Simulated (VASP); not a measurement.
Band structure of Al3Sc (L1_2). Computed with SCAN meta-GGA, VASP's PBE PAW potentials (set 64) (plane waves; VASP).

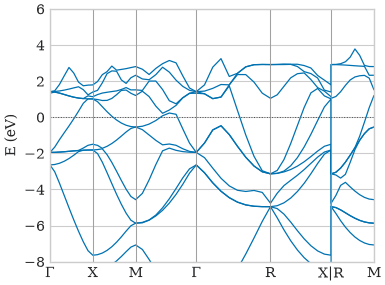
Figure. Bands along high-symmetry lines, zero at the valence-band maximum or, without a gap, the Fermi level

Problem. Read the plot: is there a gap, and where are the band edges?

Solution. It has no gap at this level: it comes out as a metal or semimetal.

The compound is Al3Sc in the L1_2 structure. It was relaxed first.
